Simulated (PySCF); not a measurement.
# [Dy(NH3)6]3+: other functionals and bases at one geometry

Aim: see how levels, charges and forces of [Dy(NH3)6]3+ depend on the level of theory. It is a constructed species; whether it can be made isn't addressed.

Method: several levels, as the steps say, no spin–orbit coupling; program: PySCF 2.14.0.

3 further runs of the same task are left out: 2 for a known fault of the program, 1 that didn't finish.

**1. Where the work starts**

25 atoms, charge 3, spin multiplicity 1.

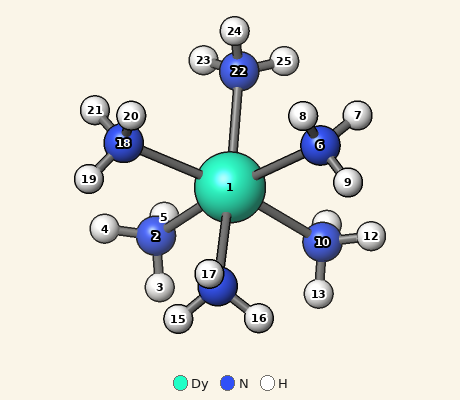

The geometry (dysprosium teal, nitrogen blue, hydrogen white); atoms are numbered from 1 in the order of the file.

As a file:

```csv
atom,x (Å),y (Å),z (Å)
Dy1,0.0065,-0.0020,0.0034
N2,0.1920,-0.0216,2.5425
H3,0.7283,0.7652,2.9579
H4,-0.7080,0.0181,3.0595
H5,0.6551,-0.8555,2.9544
N6,0.2410,-0.0264,-2.5336
H7,0.7836,-0.8194,-2.9291
H8,-0.6535,-0.0774,-3.0611
H9,0.7061,0.8020,-2.9542
N10,2.5451,0.0280,0.1618
H11,2.9710,-0.7818,0.6551
H12,3.0532,0.0364,-0.7446
H13,2.9560,0.8417,0.6615
N14,-0.2091,2.5179,-0.2243
H15,-0.4447,3.0292,0.6499
H16,0.6444,3.0114,-0.5546
H17,-0.9374,2.8493,-0.8881
N18,-2.5255,0.0230,0.2782
H19,-2.9192,0.8462,0.7752
H20,-3.0687,0.0115,-0.6081
H21,-2.9299,-0.7770,0.8035
N22,-0.2361,-2.5214,-0.2187
H23,-0.4977,-3.0252,0.6523
H24,-0.9553,-2.8444,-0.8955
H25,0.6160,-3.0292,-0.5290
```

Formal oxidation states: Dy +3. Each metal's 9 4f electrons lie in its core potential, so multiplicities, spins and levels count the valence alone. An earlier session relaxed this geometry at BP86, Dy lcecp-1-SVP with ECP55, N def2-SVP, H def2-SVP (singlet, point group C1).

At BP86 on the finer grid: E = -375.487347 Eh, HOMO -19.78 eV, LUMO -13.54 eV, Mulliken charge on Dy1 +1.00 e, largest force component 0.022 eV/Å. 

Levels to run: PBE0; wB97X; M06-L; CAM-B3LYP; BP86, TZVP. Hardware: 4 threads of Intel Xeon 6975P-C (Granite Rapids), shared host.

**2. PBE0**

run.py (the lines that set the calculation)

```python
mol = gto.M(atom='''
Dy     0.00651    -0.00197     0.00345
N      0.19204    -0.02162     2.54247
H      0.72827     0.76523     2.95788
H     -0.70804     0.01815     3.05954
H      0.65514    -0.85552     2.95442
N      0.24102    -0.02638    -2.53356
H      0.78359    -0.81939    -2.92905
H     -0.65351    -0.07735    -3.06106
H      0.70612     0.80204    -2.95419
N      2.54506     0.02802     0.16182
H      2.97104    -0.78177     0.65505
H      3.05323     0.03638    -0.74458
H      2.95596     0.84166     0.66155
N     -0.20912     2.51795    -0.22425
H     -0.44469     3.02921     0.64989
H      0.64445     3.01136    -0.55462
H     -0.93735     2.84931    -0.88808
N     -2.52548     0.02304     0.27821
H     -2.91919     0.84619     0.77524
H     -3.06868     0.01148    -0.60806
H     -2.92991    -0.77697     0.80355
N     -0.23611    -2.52138    -0.21865
H     -0.49768    -3.02518     0.65226
H     -0.95526    -2.84436    -0.89554
H      0.61605    -3.02916    -0.52898''',
    basis={'Dy': 'lcecp-1-SVP', 'N': 'def2-SVP', 'H': 'def2-SVP'},
    ecp={'Dy': 'lcecp-1-SVP'},
    charge=3, spin=0)
mf = dft.RKS(mol, xc='PBE0')
mf.grids.atom_grid = (75, 302)  # f atoms: unpruned, at least (60, 302)
mf = mf.density_fit()  # fitting sets: Dy AutoAux, N def2-universal-JKFIT, H def2-universal-JKFIT
mf.conv_tol = 1e-08; mf.max_cycle = 55
mf.kernel(dm0)  # dm0: the density of the relaxed state
```

Command:

```bash
$ OMP_NUM_THREADS=4 python run.py
```

What it wrote:

```text
init E= -375.02813821621
  HOMO = -0.781798251370974  LUMO = -0.451744615526497  gap/eV = 8.98122
cycle= 1 E= -375.032941560799  delta_E= -0.0048  |g|= 0.0213  |ddm|= 0.265
  HOMO = -0.783380869014314  LUMO = -0.461066302804967  gap/eV = 8.77063
cycle= 2 E= -375.033020605715  delta_E= -7.9e-05  |g|= 0.0133  |ddm|= 0.0627
  HOMO = -0.782253292690109  LUMO = -0.45677161121379  gap/eV = 8.85681
cycle= 3 E= -375.033077270499  delta_E= -5.67e-05  |g|= 0.00248  |ddm|= 0.0259
  HOMO = -0.782048797050664  LUMO = -0.456768101707794  gap/eV = 8.85134
cycle= 4 E= -375.033078372418  delta_E= -1.1e-06  |g|= 0.000999  |ddm|= 0.00228
  HOMO = -0.782170714616446  LUMO = -0.456884881589674  gap/eV = 8.85148
cycle= 5 E= -375.033078589736  delta_E= -2.17e-07  |g|= 9.21e-05  |ddm|= 0.000906
  HOMO = -0.782167115968876  LUMO = -0.456893951608587  gap/eV = 8.85113
cycle= 6 E= -375.033078591662  delta_E= -1.93e-09  |g|= 4.49e-06  |ddm|= 0.000107
  HOMO = -0.782166125399534  LUMO = -0.456892471816471  gap/eV = 8.85115
Extra cycle  E= -375.033078591666  delta_E= -4.32e-12  |g|= 3.98e-06  |ddm|= 9.6e-06
converged SCF energy = -375.033078591666
```

Wall time 16 s (4 threads of Intel Xeon 6975P-C (Granite Rapids), shared host).

It gives: E = -375.033079 Eh, HOMO -21.28 eV, LUMO -12.43 eV, Mulliken charge on Dy1 +1.22 e, largest force component 0.444 eV/Å. 

**3. wB97X**

Edit run.py (the lines that set the calculation) of step 2 so:

```diff
@@ -29,3 +29,3 @@
     charge=3, spin=0)
-mf = dft.RKS(mol, xc='PBE0')
+mf = dft.RKS(mol, xc='WB97X')
 mf.grids.atom_grid = (75, 302)  # f atoms: unpruned, at least (60, 302)
```

Command:

```bash
$ OMP_NUM_THREADS=4 python run.py
```

What it wrote:

```text
init E= -375.352917137359
  HOMO = -0.872311970503867  LUMO = -0.369227799885651  gap/eV = 13.68962
cycle= 1 E= -375.360999278774  delta_E= -0.00808  |g|= 0.0291  |ddm|= 0.269
  HOMO = -0.876154302978663  LUMO = -0.380707084583929  gap/eV = 13.48181
cycle= 2 E= -375.36134323444  delta_E= -0.000344  |g|= 0.00663  |ddm|= 0.0603
  HOMO = -0.875111611403869  LUMO = -0.377485702265409  gap/eV = 13.54109
cycle= 3 E= -375.361367672599  delta_E= -2.44e-05  |g|= 0.00271  |ddm|= 0.0146
  HOMO = -0.875297346217453  LUMO = -0.378303394078516  gap/eV = 13.52389
cycle= 4 E= -375.361370437838  delta_E= -2.77e-06  |g|= 0.000772  |ddm|= 0.00491
  HOMO = -0.875410316904919  LUMO = -0.378368999761465  gap/eV = 13.52518
cycle= 5 E= -375.361370623295  delta_E= -1.85e-07  |g|= 0.000304  |ddm|= 0.000912
  HOMO = -0.875376843028425  LUMO = -0.378349793917438  gap/eV = 13.52479
cycle= 6 E= -375.361370668649  delta_E= -4.54e-08  |g|= 4.12e-05  |ddm|= 0.000563
  HOMO = -0.875375753476778  LUMO = -0.378341105480221  gap/eV = 13.52500
cycle= 7 E= -375.36137067014  delta_E= -1.49e-09  |g|= 6.8e-06  |ddm|= 0.000118
  HOMO = -0.875375871378515  LUMO = -0.378341936421055  gap/eV = 13.52498
Extra cycle  E= -375.361370670187  delta_E= -4.66e-11  |g|= 2.56e-06  |ddm|= 1.58e-05
converged SCF energy = -375.361370670187
```

Run time: 21 s. Hardware: 4 threads of Intel Xeon 6975P-C (Granite Rapids), shared host.

Result: E = -375.361371 Eh, HOMO -23.82 eV, LUMO -10.30 eV, Mulliken charge on Dy1 +1.17 e, largest force component 0.472 eV/Å. 

**4. M06-L**

Edit run.py (the lines that set the calculation) of step 3 so:

```diff
@@ -29,3 +29,3 @@
     charge=3, spin=0)
-mf = dft.RKS(mol, xc='WB97X')
+mf = dft.RKS(mol, xc='M06L')
 mf.grids.atom_grid = (75, 302)  # f atoms: unpruned, at least (60, 302)
```

Command:

```bash
$ OMP_NUM_THREADS=4 python run.py
```

What it wrote:

```text
init E= -375.399976997499
  HOMO = -0.740407007063549  LUMO = -0.473253488674472  gap/eV = 7.26962
cycle= 1 E= -375.409794890991  delta_E= -0.00982  |g|= 0.0441  |ddm|= 0.442
  HOMO = -0.741298575354058  LUMO = -0.490431340108573  gap/eV = 6.82645
cycle= 2 E= -375.40987980702  delta_E= -8.49e-05  |g|= 0.044  |ddm|= 0.139
  HOMO = -0.740491658588398  LUMO = -0.481157949940947  gap/eV = 7.05683
cycle= 3 E= -375.410509730713  delta_E= -0.00063  |g|= 0.00926  |ddm|= 0.0701
  HOMO = -0.739523309974055  LUMO = -0.480187598670746  gap/eV = 7.05688
cycle= 4 E= -375.410527085996  delta_E= -1.74e-05  |g|= 0.00214  |ddm|= 0.00865
  HOMO = -0.73977491593927  LUMO = -0.480378454817239  gap/eV = 7.05854
cycle= 5 E= -375.41052820587  delta_E= -1.12e-06  |g|= 0.000257  |ddm|= 0.00261
  HOMO = -0.739772598839429  LUMO = -0.480409783123832  gap/eV = 7.05762
cycle= 6 E= -375.410528226296  delta_E= -2.04e-08  |g|= 3.01e-05  |ddm|= 0.000354
  HOMO = -0.739769458226543  LUMO = -0.480404980623401  gap/eV = 7.05767
cycle= 7 E= -375.410528226473  delta_E= -1.77e-10  |g|= 1.39e-05  |ddm|= 5.37e-05
  HOMO = -0.739771239282669  LUMO = -0.480404199749888  gap/eV = 7.05774
Extra cycle  E= -375.410528226412  delta_E= 6.1e-11  |g|= 2.18e-05  |ddm|= 2.63e-05
converged SCF energy = -375.410528226412
```

It took 28 s on 4 threads of Intel Xeon 6975P-C (Granite Rapids), shared host.

Result: E = -375.410528 Eh, HOMO -20.13 eV, LUMO -13.07 eV, Mulliken charge on Dy1 +1.41 e, largest force component 0.428 eV/Å. 

**5. CAM-B3LYP**

Edit run.py (the lines that set the calculation) of step 4 so:

```diff
@@ -29,3 +29,3 @@
     charge=3, spin=0)
-mf = dft.RKS(mol, xc='M06L')
+mf = dft.RKS(mol, xc='CAMB3LYP')
 mf.grids.atom_grid = (75, 302)  # f atoms: unpruned, at least (60, 302)
```

Command:

```bash
$ OMP_NUM_THREADS=4 python run.py
```

What it wrote:

```text
init E= -375.230336206881
  HOMO = -0.83366285062016  LUMO = -0.404554873599423  gap/eV = 11.67662
cycle= 1 E= -375.2360624372  delta_E= -0.00573  |g|= 0.0413  |ddm|= 0.253
  HOMO = -0.832671369091385  LUMO = -0.416221338717719  gap/eV = 11.33218
cycle= 2 E= -375.236164662228  delta_E= -0.000102  |g|= 0.0386  |ddm|= 0.0757
  HOMO = -0.83566041138096  LUMO = -0.414561656244399  gap/eV = 11.45868
cycle= 3 E= -375.236484800936  delta_E= -0.00032  |g|= 0.00442  |ddm|= 0.0313
  HOMO = -0.835016929870013  LUMO = -0.413522263380769  gap/eV = 11.46945
cycle= 4 E= -375.236489492167  delta_E= -4.69e-06  |g|= 0.000979  |ddm|= 0.00545
  HOMO = -0.835188862604183  LUMO = -0.413911478017575  gap/eV = 11.46354
cycle= 5 E= -375.236489805797  delta_E= -3.14e-07  |g|= 9.13e-05  |ddm|= 0.00187
  HOMO = -0.835184719995845  LUMO = -0.41391382188965  gap/eV = 11.46337
cycle= 6 E= -375.236489812705  delta_E= -6.91e-09  |g|= 2.47e-05  |ddm|= 0.000239
  HOMO = -0.835183515900078  LUMO = -0.413910501729811  gap/eV = 11.46342
Extra cycle  E= -375.236489813139  delta_E= -4.34e-10  |g|= 9.56e-06  |ddm|= 5.21e-05
converged SCF energy = -375.236489813139
```

It took 20 s on 4 threads of Intel Xeon 6975P-C (Granite Rapids), shared host.

Result: E = -375.236490 Eh, HOMO -22.73 eV, LUMO -11.26 eV, Mulliken charge on Dy1 +1.15 e, largest force component 0.431 eV/Å. 

**6. BP86, TZVP**

Basis: Dy lcecp-1-TZVP with ECP55, N def2-TZVP, H def2-TZVP. 

Edit run.py (the lines that set the calculation) of step 5 so:

```diff
@@ -26,6 +26,6 @@
 H      0.61605    -3.02916    -0.52898''',
-    basis={'Dy': 'lcecp-1-SVP', 'N': 'def2-SVP', 'H': 'def2-SVP'},
-    ecp={'Dy': 'lcecp-1-SVP'},
+    basis={'Dy': 'lcecp-1-TZVP', 'N': 'def2-TZVP', 'H': 'def2-TZVP'},
+    ecp={'Dy': 'lcecp-1-TZVP'},
     charge=3, spin=0)
-mf = dft.RKS(mol, xc='CAMB3LYP')
+mf = dft.RKS(mol, xc='B88,P86')
 mf.grids.atom_grid = (75, 302)  # f atoms: unpruned, at least (60, 302)
@@ -33,2 +33,2 @@
 mf.conv_tol = 1e-08; mf.max_cycle = 55
-mf.kernel(dm0)  # dm0: the density of the relaxed state
+mf.kernel(dm0)  # dm0: free metal ions and neutral atoms
```

Command:

```bash
$ OMP_NUM_THREADS=4 python run.py
```

What it wrote:

```text
init E= -368.496307086224
  HOMO = -1.0036720065969  LUMO = -0.704433339451397  gap/eV = 8.14270
cycle= 1 E= -374.336859760958  delta_E= -5.84  |g|= 2.85  |ddm|= 3.16
  HOMO = -0.443610223112116  LUMO = -0.364840154413928  gap/eV = 2.14344
cycle= 2 E= -371.185824795265  delta_E= 3.15  |g|= 4.35  |ddm|= 4.23
  HOMO = -0.75632072768323  LUMO = -0.486365303960842  gap/eV = 7.34586
cycle= 3 E= -375.832515103669  delta_E= -4.65  |g|= 0.407  |ddm|= 3.34
  HOMO = -0.738772253149369  LUMO = -0.526832929929775  gap/eV = 5.76716
cycle= 4 E= -375.867215915953  delta_E= -0.0347  |g|= 0.142  |ddm|= 0.467
  HOMO = -0.72628950986916  LUMO = -0.495123158565851  gap/eV = 6.29036
cycle= 5 E= -375.87377306174  delta_E= -0.00656  |g|= 0.0118  |ddm|= 0.219
  HOMO = -0.727903489899801  LUMO = -0.498189744176829  gap/eV = 6.25083
cycle= 6 E= -375.873812352604  delta_E= -3.93e-05  |g|= 0.00517  |ddm|= 0.018
  HOMO = -0.727634436935847  LUMO = -0.498157186794245  gap/eV = 6.24439
cycle= 7 E= -375.873816550718  delta_E= -4.2e-06  |g|= 0.00237  |ddm|= 0.00362
  HOMO = -0.727696978983846  LUMO = -0.498035909887934  gap/eV = 6.24940
cycle= 8 E= -375.873817750755  delta_E= -1.2e-06  |g|= 0.000133  |ddm|= 0.00144
  HOMO = -0.727698296356141  LUMO = -0.49805711683457  gap/eV = 6.24885
cycle= 9 E= -375.873817755733  delta_E= -4.98e-09  |g|= 3.81e-05  |ddm|= 0.000171
  HOMO = -0.727697139469713  LUMO = -0.498056933891621  gap/eV = 6.24883
Extra cycle  E= -375.873817755273  delta_E= 4.59e-10  |g|= 6.13e-05  |ddm|= 5.78e-05
converged SCF energy = -375.873817755273
```

It took 44 s on 4 threads of Intel Xeon 6975P-C (Granite Rapids), shared host.

It gives: E = -375.873818 Eh, HOMO -19.80 eV, LUMO -13.55 eV, Mulliken charge on Dy1 +1.75 e, largest force component 0.419 eV/Å. 

**7. All levels side by side**

| level | state | HOMO (eV) | gap (eV) | charge on Dy1 (e) | dipole (D) | largest force (eV/Å) | basis functions | time |
| --- | --- | --- | --- | --- | --- | --- | --- | --- |
| BP86 (relaxed here) | singlet | -19.78 | 6.24 | 1.00 | 0.04 | 0.02 | 207 | 14 s |
| PBE0 | singlet | -21.28 | 8.85 | 1.22 | 0.04 | 0.44 | 207 | 16 s |
| wB97X | singlet | -23.82 | 13.52 | 1.17 | 0.03 | 0.47 | 207 | 21 s |
| M06-L | singlet | -20.13 | 7.06 | 1.41 | 0.04 | 0.43 | 207 | 28 s |
| CAM-B3LYP | singlet | -22.73 | 11.46 | 1.15 | 0.04 | 0.43 | 207 | 20 s |
| BP86, TZVP | singlet | -19.80 | 6.25 | 1.75 | 0.03 | 0.42 | 341 | 44 s |

Times are on 4 threads of Intel Xeon 6975P-C (Granite Rapids), shared host; the first row also made further properties. The dipole of a charged species depends on the origin, so these sizes hold for this origin alone.

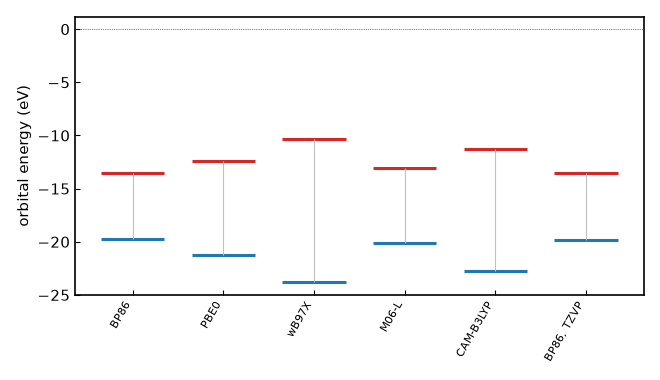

Highest filled and lowest empty level, method by method.

In one basis the HOMO–LUMO gap runs from 6.24 eV (BP86) to 13.52 eV (wB97X). The largest leftover force, 0.47 eV/Å with wB97X, stands at a geometry relaxed at another level. The Mulliken charge on Dy spans +1.00 to +1.75 e over the levels. With 4f in the core, its levels are missing from HOMO and gap. Total energies of different levels can't be compared. Spin–orbit coupling is left out throughout.
